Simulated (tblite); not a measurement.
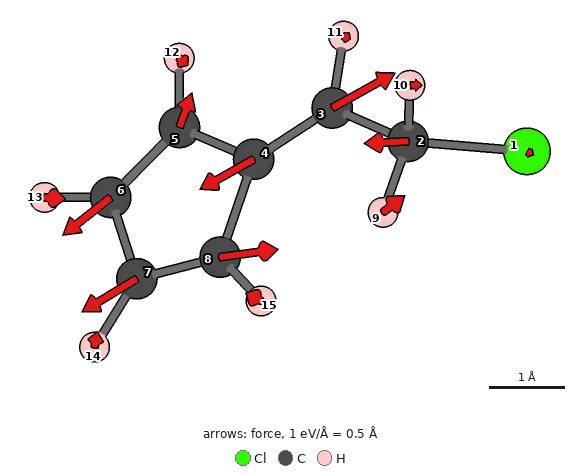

Starting geometry of C₇H₇Cl with the computed forces as red arrows. The picture is a ball-and-stick view, seen at a tilt.

Theory: GFN2-xTB geometry optimisation, gas phase (tblite 0.8.0). 

> What follows when this structure is relaxed?

It isn't relaxed: the largest force vector, on C3, is 2.02 eV/Å. The final displacements follow the starting forces only in part (cosine between the two patterns 0.36). The energy falls by 4.10 kcal/mol in 33 geometry steps. H9 moves most after the best rigid fit: 0.10 Å. Largest moves by element: H 0.10 Å, C 0.06 Å, Cl 0.04 Å. Near-neighbour distances that change, for instance: Cl1–C2 1.765 → 1.803 Å, C3–C4 1.305 → 1.341 Å, C2–H9 1.116 → 1.087 Å, C6–H13 1.099 → 1.075 Å. Among the angles between lasting bonds that change: Cl1–C2–H9 112.6° → 106.9°, C3–C2–H10 107.0° → 111.4°, Cl1–C2–H10 109.6° → 105.8°. Cost: 0.19 s on 1 thread of Arm Neoverse V2 (shared host).
